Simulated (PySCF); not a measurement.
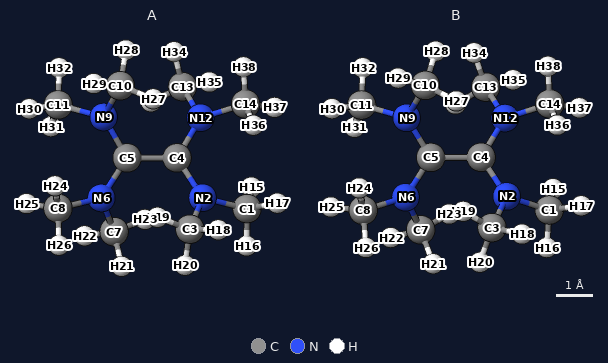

Two geometries of C$_{10}$H$_{24}$N$_{4}$ (charge +1, multiplicity 2), drawn at one scale. One is the start of a relaxation, the other its converged end. Style: ball-and-stick. Shown face on.

All numbers below come from PBE0-D3(BJ)/def2-SVP geometry optimisation, gas phase (PySCF 2.14.0, density-fitted response routines). 

Q: Which one is relaxed?

A: Structure B is the relaxed one. The start comes from GFN2-xTB. After 15 geometry steps the energy has fallen by 0.087 eV. An H atom moves most after the best rigid fit: 0.27 Å. Largest moves by element: H 0.27 Å, C 0.11 Å, N 0.09 Å. Some distances before and after: C–C 1.413 → 1.425 Å, C–H 1.093 → 1.103 Å, C–N 1.442 → 1.447 Å. Cost: 31 min on 1 thread of Intel(R) Xeon(R) Platinum 8559C, with other jobs on the host.
